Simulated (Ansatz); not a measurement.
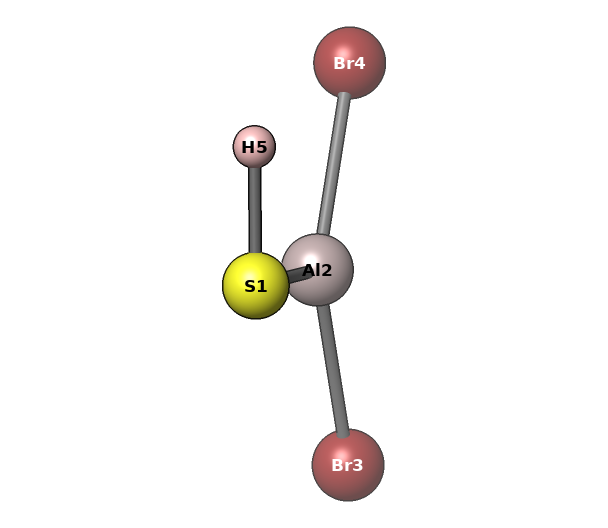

Al2 lies behind S1. The molecule seen a little off the S1–Al2 bond, S1 in front. Distant atoms are faded towards the background colour. Computed geometry: PBE0-D4/def2-TZVP optimisation.

What is the torsion angle H5–S1–Al2–Br3? The sign is positive where the front bond must turn clockwise to cover the back bond.

180°, antiperiplanar (anti).
